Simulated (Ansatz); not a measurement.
**ClH₄NOZn (built from SMILES O.[NH2][Zn][Cl]): search for a transition state**

Wanted: the transition state of a four-centre ligand exchange (form Zn1–O5, N2–H4 and break Zn1–N2, H4–O5). The guess is relaxed with those distances held, a saddle search follows, and vibrations and two downhill relaxations check it.

Method: PBE0-D4, def2-SVP first, then def2-TZVP; program: Ansatz 0.2.0, Gaussian basis.

152 further runs of the same task are left out: 152 set aside as unsound or not needed. Runs told in other sessions of the task aren't counted.

### 1 The system as given

The guess: 8 atoms, charge 0, spin multiplicity 1.

Atoms are counted from 1 here; the program's logs count them from 0.

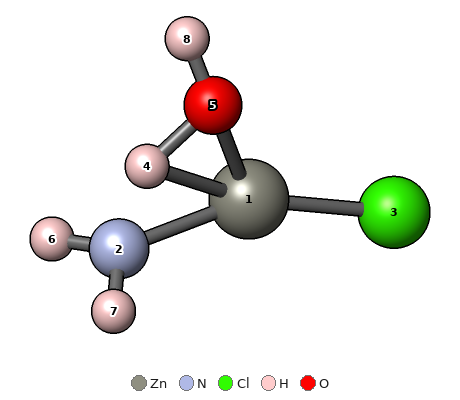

Start geometry, drawn with zinc grey, nitrogen light blue, chlorine green, hydrogen pink, oxygen red; atoms are numbered from 1 in the order of the file.

Coordinates:

```xyz
8

Zn   -0.9190    0.1174   -0.6527
N     0.9503   -0.4568   -0.4906
Cl   -2.5901    0.9292   -1.6251
H     0.5311    0.0334    0.6986
O    -0.4079    0.5279    1.2430
H     1.2498   -1.4182   -0.4237
H     1.7148    0.0749   -0.8810
H    -0.5290    0.1922    2.1315
```

Distances that are to change: Zn1–O5 2.01 Å, N2–H4 1.35 Å, Zn1–N2 1.96 Å, H4–O5 1.19 Å.

### 2 Relaxing the guess with the reacting distances held

hold/in.yaml reads:

```yaml
crystal:
  periodic: [false, false, false]
  atoms:
    - {symbol: Zn, position_ang: [-0.919000, 0.117400, -0.652700]}
    - {symbol: N, position_ang: [0.950300, -0.456800, -0.490600]}
    - {symbol: Cl, position_ang: [-2.590100, 0.929200, -1.625100]}
    - {symbol: H, position_ang: [0.531100, 0.033400, 0.698600]}
    - {symbol: O, position_ang: [-0.407900, 0.527900, 1.243000]}
    - {symbol: H, position_ang: [1.249800, -1.418200, -0.423700]}
    - {symbol: H, position_ang: [1.714800, 0.074900, -0.881000]}
    - {symbol: H, position_ang: [-0.529000, 0.192200, 2.131500]}
basis:
  gaussian: {orbitals: def2-SVP}
hamiltonian: {xc: pbe0, dispersion: d4}
relax: {f_tol: 0.04, max_steps: 150, escape_saddle: false, constraints: [{distance: [0, 4]}, {distance: [1, 3]}, {distance: [0, 1]}, {distance: [3, 4]}]}
```

Run with:

```console
> ansatz run in.yaml --threads 8 --pin off --events-out ev --progress --plain --max-ram 19148MiB
```

The program printed (excerpt; [...] marks lines left out):

```text
Functional definition: PBE0
  name "PBE0"
  cite "Adamo & Barone, J. Chem. Phys. 110, 6158 (1999) doi:10.1063/1.478522"
  cite "Perdew, Burke & Ernzerhof, Phys. Rev. Lett. 77, 3865 (1996) doi:10.1103/PhysRevLett.77.3865"
  parent pbe
[...]
1008 factors; integrals over basis functions are off by at most 3.2e-4 eV
[...]
mean field -64518.13917529 eV, -2370.9978827266 hartree, gradient 8.6e-6 eV, S^2 0.000000; 0 other end points of the search recorded, 0 dependent functions left out
[...]
reference -64518.13920804 eV, -2370.9978839300 hartree; 33, 33 occupied and 64, 64 virtual orbitals, 1008 factors
relax step   1: F+E_penalty+E_count = -64518.25636159 eV  Δ(F+E_penalty+E_count) = +0.000e0 eV  max|allowed force component| = 4.072e-1 eV/Å  Δτ_max = 0.0000 Å  (27 SCF iters, accepted)
[...]
relax step   5: F+E_penalty+E_count = -64518.39172460 eV  Δ(F+E_penalty+E_count) = -2.204e-2 eV  max|allowed force component| = 5.648e-2 eV/Å  Δτ_max = 0.0442 Å  (31 SCF iters, accepted)
[...]
relax step   6: F+E_penalty+E_count = -64518.39254891 eV  Δ(F+E_penalty+E_count) = -8.243e-4 eV  max|allowed force component| = 1.412e-2 eV/Å  Δτ_max = 0.0253 Å  (31 SCF iters, accepted)
  distance Zn 0 - O 4 held at 2.005844 Å   reaction = +6.3586e-2 eV/Å
  distance N 1 - H 3 held at 1.352857 Å   reaction = +1.5182e-1 eV/Å
  distance Zn 0 - N 1 held at 1.962209 Å   reaction = -1.1012e-1 eV/Å
  distance H 3 - O 4 held at 1.192737 Å   reaction = +1.5900e-1 eV/Å
1008 factors; integrals over basis functions are off by at most 3.4e-4 eV
[...]
mean field -64518.27693563 eV, -2371.0029453256 hartree, gradient 1.8e-5 eV, S^2 0.000000; 1 other end points of the search recorded, 0 dependent functions left out
[...]
reference -64518.27696795 eV, -2371.0029465134 hartree; 33, 33 occupied and 64, 64 virtual orbitals, 1008 factors
Total energy: -64518.39258123 eV, -2371.0071952229 hartree
Atom 0 at    -0.839323     0.323690    -0.589889 Å, force    -0.087510     0.037571     0.061430 eV/Å
Atom 1 at     0.970181    -0.422539    -0.451677 Å, force     0.057541    -0.008421     0.148777 eV/Å
Atom 2 at    -2.617812     0.734354    -1.681427 Å, force     0.001878     0.002210    -0.000443 eV/Å
Atom 3 at     0.603705    -0.019900     0.786789 Å, force    -0.091511     0.027146    -0.070728 eV/Å
Atom 4 at    -0.285349     0.567714     1.322434 Å, force     0.103257    -0.073516    -0.128286 eV/Å
Atom 5 at     1.093279    -1.422698    -0.601963 Å, force     0.004696     0.006593    -0.012903 eV/Å
Atom 6 at     1.756963     0.043334    -0.900704 Å, force     0.005682     0.004333     0.007970 eV/Å
Atom 7 at    -0.681644     0.196045     2.116437 Å, force     0.005968     0.004084    -0.005817 eV/Å
Dipole moment:     0.644308    -0.434668     0.315822 e Å
```

Wall time 4.4 s (8 threads of Intel Xeon 6975P-C, shared host).

Along the way: (the energy doesn't fall at every step)

```
step  energy from step 1 (eV)  largest force component (eV/Å)
   1                   0.0000                          0.4072
   2                  -0.0847                          0.2394
   3                  -0.1133                          0.7641
   4                  -0.0932                          1.1662
   5                  -0.1354                          0.0565
   6                  -0.1362                          0.0141
```

Close pairs (by a distance rule), those that changed most:

```
   bond  before (Å)  after (Å)  change (Å)
 Zn1–H4       1.984      2.024      +0.040
Zn1–Cl3       2.097      2.127      +0.030
  N2–H6       1.009      1.019      +0.010
  N2–H7       1.010      1.019      +0.009
  O5–H8       0.957      0.962      +0.005
 Zn1–N2       1.962      1.962      +0.000
 Zn1–O5       2.006      2.006      +0.000
  H4–O5       1.193      1.193      +0.000
```

### 3 Force constants to start from

hessian/in.yaml reads:

```yaml
crystal:
  periodic: [false, false, false]
  atoms:
    - {symbol: Zn, position_ang: [-0.839323, 0.323690, -0.589889]}
    - {symbol: N, position_ang: [0.970181, -0.422539, -0.451677]}
    - {symbol: Cl, position_ang: [-2.617812, 0.734354, -1.681427]}
    - {symbol: H, position_ang: [0.603705, -0.019900, 0.786789]}
    - {symbol: O, position_ang: [-0.285349, 0.567714, 1.322434]}
    - {symbol: H, position_ang: [1.093279, -1.422698, -0.601963]}
    - {symbol: H, position_ang: [1.756963, 0.043334, -0.900704]}
    - {symbol: H, position_ang: [-0.681644, 0.196045, 2.116437]}
basis:
  gaussian: {orbitals: def2-SVP}
hamiltonian: {xc: pbe0, dispersion: d4}
phonons: {}
scf: {lower_state_search: off}
```

Run with:

```console
> ansatz run in.yaml --threads 8 --pin off --events-out ev --progress --plain --max-ram 19148MiB
```

The program printed (excerpt; [...] marks lines left out):

```text
[... 5 set-up lines as earlier in the session ...]
[...]
1006 factors; integrals over basis functions are off by at most 3.4e-4 eV
[...]
mean field -64518.27693233 eV, -2371.0029452043 hartree, gradient 7.8e-6 eV, S^2 0.000000; 0 other end points of the search recorded, 0 dependent functions left out
[...]
reference -64518.27696466 eV, -2371.0029463923 hartree; 33, 33 occupied and 64, 64 virtual orbitals, 1006 factors
[... from here to the last solve, the lines of the solves are left out (47 solves) ...]
1006 factors; integrals over basis functions are off by at most 3.4e-4 eV
mean field -64518.27682150 eV, -2371.0029411315 hartree, gradient 2.8e-6 eV, S^2 0.000000; 0 other end points of the search recorded, 0 dependent functions left out
[...]
WARN: phonons: modes at or below zero, which the zero-point energy, F, S and C_V leave out: 1, the lowest at -997.48 cm⁻¹. A minimum has none, and a first-order saddle one
[...]
Atom 0 at    -0.839323     0.323690    -0.589889 Å, force    -0.087609     0.037647     0.061437 eV/Å
Atom 1 at     0.970181    -0.422539    -0.451677 Å, force     0.057552    -0.008387     0.148704 eV/Å
Atom 2 at    -2.617812     0.734354    -1.681427 Å, force     0.001973     0.002156    -0.000423 eV/Å
Atom 3 at     0.603705    -0.019900     0.786789 Å, force    -0.091503     0.027106    -0.070676 eV/Å
Atom 4 at    -0.285349     0.567714     1.322434 Å, force     0.103275    -0.073508    -0.128345 eV/Å
Atom 5 at     1.093279    -1.422698    -0.601963 Å, force     0.004689     0.006594    -0.012898 eV/Å
Atom 6 at     1.756963     0.043334    -0.900704 Å, force     0.005667     0.004313     0.007980 eV/Å
Atom 7 at    -0.681644     0.196045     2.116437 Å, force     0.005956     0.004078    -0.005779 eV/Å
Dipole moment:     0.644308    -0.434667     0.315820 e Å
Vibrations: -997.48 99.53 115.98 323.73 345.32 364.49 438.81 521.49 672.28 687.93 720.02 765.97 1503.69 1550.71 1840.53 3557.17 3645.57 3920.35 cm⁻¹, zero-point energy 1.306394 eV
Checks for a lower state left out: stability, starts, cluster_reference, orbital_swaps, neighbouring_geometries, increment
```

Run time: 17 s. Hardware: 8 threads of Intel Xeon 6975P-C, shared host.

The structure is not stationary yet, so these wavenumbers are no spectrum; the search needs only the force constants.

### 4 Saddle search in the small basis

The search itself is an outer loop (partitioned rational-function steps, Bofill update of the Hessian). Each step is one single-point run with forces. It stops when the largest force is under 0.04 eV/Å and the followed curvature is negative. The first step's input:

presaddle/in.yaml reads:

```yaml
crystal:
  periodic: [false, false, false]
  atoms:
    - {symbol: Zn, position_ang: [-0.839323, 0.323690, -0.589889]}
    - {symbol: N, position_ang: [0.970181, -0.422539, -0.451677]}
    - {symbol: Cl, position_ang: [-2.617812, 0.734354, -1.681427]}
    - {symbol: H, position_ang: [0.603705, -0.019900, 0.786789]}
    - {symbol: O, position_ang: [-0.285349, 0.567714, 1.322434]}
    - {symbol: H, position_ang: [1.093279, -1.422698, -0.601963]}
    - {symbol: H, position_ang: [1.756963, 0.043334, -0.900704]}
    - {symbol: H, position_ang: [-0.681644, 0.196045, 2.116437]}
basis:
  gaussian: {orbitals: def2-SVP}
hamiltonian: {xc: pbe0, dispersion: d4}
output: {forces: true}
scf: {lower_state_search: off}
```

Run with:

```console
> ansatz run in.yaml --threads 8 --pin off --events-out ev --progress --plain --max-ram 19148MiB
```

The driver's record:

```
step   energy (eV)  largest force (eV/Å)  followed curvature (eV/Å²)
   1  -64518.39253                0.1487                       -5.84
   2  -64518.39469                0.0174                       -5.78
```

The 2 steps took 1 s in all (8 threads of Intel Xeon 6975P-C, shared host).

### 5 Saddle search in triple zeta

The search itself is an outer loop (partitioned rational-function steps, Bofill update of the Hessian). Each step is one single-point run with forces. It stops when the largest force is under 0.01 eV/Å and the followed curvature is negative. The first step's input:

saddle/in.yaml reads:

```yaml
crystal:
  periodic: [false, false, false]
  atoms:
    - {symbol: Zn, position_ang: [-0.843622, 0.318036, -0.592301]}
    - {symbol: N, position_ang: [0.972247, -0.430650, -0.446046]}
    - {symbol: Cl, position_ang: [-2.622365, 0.737542, -1.679592]}
    - {symbol: H, position_ang: [0.587803, -0.027284, 0.790769]}
    - {symbol: O, position_ang: [-0.282344, 0.564513, 1.312605]}
    - {symbol: H, position_ang: [1.103297, -1.425889, -0.621302]}
    - {symbol: H, position_ang: [1.756658, 0.051210, -0.883054]}
    - {symbol: H, position_ang: [-0.671673, 0.212521, 2.118920]}
basis:
  gaussian: {orbitals: def2-TZVP}
hamiltonian: {xc: pbe0, dispersion: d4}
output: {forces: true}
scf: {lower_state_search: off}
```

Run with:

```console
> ansatz run in.yaml --threads 8 --pin off --events-out ev --progress --plain --max-ram 19148MiB
```

The driver's record:

```
step   energy (eV)  largest force (eV/Å)  followed curvature (eV/Å²)
   1  -64534.05089                0.3291                       -5.78
   2  -64534.05844                0.0331                       -5.78
   3  -64534.05856                0.0250                       -5.78
   4  -64534.05858                0.0022                       -5.79
```

The 4 steps took 4.2 s in all (8 threads of Intel Xeon 6975P-C, shared host).

The point found:

```xyz
8

Zn   -0.8367    0.3010   -0.6177
N     0.9753   -0.4321   -0.4428
Cl   -2.6225    0.7440   -1.6639
H     0.5857   -0.0404    0.7849
O    -0.2804    0.5611    1.3122
H     1.1029   -1.4192   -0.6212
H     1.7484    0.0594   -0.8710
H    -0.6727    0.2262    2.1193
```

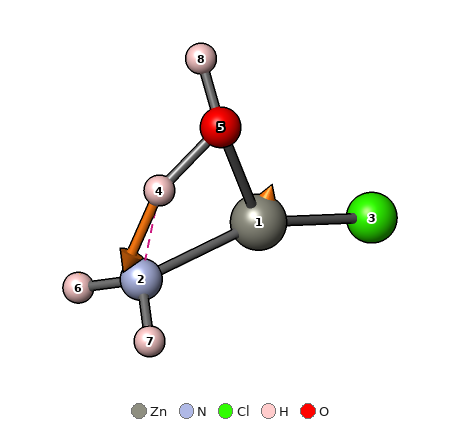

The point found; arrows show the followed mode. Pairs that react are joined by broken lines, hidden where the pair is close enough to be drawn as a bond.

### 6 Vibrations at the point found

vib/in.yaml reads:

```yaml
crystal:
  periodic: [false, false, false]
  atoms:
    - {symbol: Zn, position_ang: [-0.836738, 0.300992, -0.617680]}
    - {symbol: N, position_ang: [0.975272, -0.432116, -0.442777]}
    - {symbol: Cl, position_ang: [-2.622504, 0.743975, -1.663882]}
    - {symbol: H, position_ang: [0.585730, -0.040399, 0.784948]}
    - {symbol: O, position_ang: [-0.280428, 0.561143, 1.312241]}
    - {symbol: H, position_ang: [1.102902, -1.419162, -0.621221]}
    - {symbol: H, position_ang: [1.748437, 0.059395, -0.870967]}
    - {symbol: H, position_ang: [-0.672670, 0.226172, 2.119338]}
basis:
  gaussian: {orbitals: def2-TZVP}
hamiltonian: {xc: pbe0, dispersion: d4}
phonons: {temperatures: {t_min: 298.15, t_max: 900, t_step: 200}}
```

Run with:

```console
> ansatz run in.yaml --threads 8 --pin off --events-out ev --progress --plain --max-ram 19148MiB
```

The program printed (excerpt; [...] marks lines left out):

```text
[... 5 set-up lines as earlier in the session ...]
[...]
1291 factors; their error is unknown
[...]
mean field -64533.94286621 eV, -2371.5786576557 hartree, gradient 5.6e-5 eV, S^2 0.000000; 0 other end points of the search recorded, 0 dependent functions left out
[...]
reference -64533.94289926 eV, -2371.5786588701 hartree; 33, 33 occupied and 138, 138 virtual orbitals, 1291 factors
[... from here to the last solve, the lines of the solves are left out (47 solves) ...]
1291 factors; their error is unknown
[...]
mean field -64533.94273053 eV, -2371.5786526693 hartree, gradient 1.4e-6 eV, S^2 0.000000; 0 other end points of the search recorded, 0 dependent functions left out
[...]
WARN: phonons: modes at or below zero, which the zero-point energy, F, S and C_V leave out: 1, the lowest at -1011.16 cm⁻¹. A minimum has none, and a first-order saddle one
[...]
Total energy: -64534.05858365 eV, -2371.5829101933 hartree
Atom 0 at    -0.836738     0.300992    -0.617680 Å, force     0.000070     0.000037    -0.000642 eV/Å
Atom 1 at     0.975272    -0.432116    -0.442777 Å, force    -0.001243     0.001218     0.000449 eV/Å
Atom 2 at    -2.622504     0.743975    -1.663882 Å, force     0.000010    -0.000057    -0.000185 eV/Å
Atom 3 at     0.585730    -0.040399     0.784948 Å, force     0.000478     0.000008    -0.000301 eV/Å
Atom 4 at    -0.280428     0.561143     1.312241 Å, force     0.000846     0.000239    -0.001035 eV/Å
Atom 5 at     1.102902    -1.419162    -0.621221 Å, force     0.000012    -0.001338     0.000097 eV/Å
Atom 6 at     1.748437     0.059395    -0.870967 Å, force     0.000816     0.000409    -0.000591 eV/Å
Atom 7 at    -0.672670     0.226172     2.119338 Å, force    -0.000989    -0.000516     0.002207 eV/Å
Dipole moment:     0.626115    -0.428492     0.282231 e Å
Vibrations: -1011.16 105.52 109.91 330.63 346.41 375.13 408.72 504.23 681.90 687.09 731.08 770.51 1484.83 1572.49 1837.07 3555.82 3644.01 3919.20 cm⁻¹, zero-point energy 1.305835 eV
```

Wall time 47 s (8 threads of Intel Xeon 6975P-C, shared host).

Wavenumbers and character of the modes:

```
mode  wavenumber (cm⁻¹)                character
   1              1011i     changes N2–H4, H4–O5
   2                106                  torsion
   3                110                     bend
   4                331  bend with Zn–Cl stretch
   5                346        torsion with bend
   6                375        bend with torsion
   7                409   Zn–Cl and Zn–O stretch
   8                504             Zn–N stretch
   9                682                     bend
  10                687                     bend
  11                731             wag or twist
  12                771   wag or twist with bend
  13               1485                     bend
  14               1572                     bend
  15               1837                     bend
  16               3556              N–H stretch
  17               3644              N–H stretch
  18               3919              O–H stretch
```

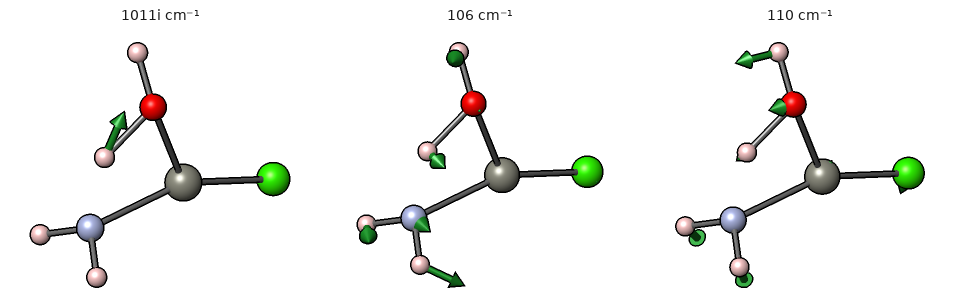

How the atoms move in 3 of the modes.

Vibrational sums (real modes only):

```
T (K)  entropy (J/mol/K)  heat capacity (J/mol/K)
  298               53.9                     61.3
  498               90.9                     82.6
  698              120.9                     95.0
  898              145.9                    103.5
```

(Part 1 of 2 ends here.)
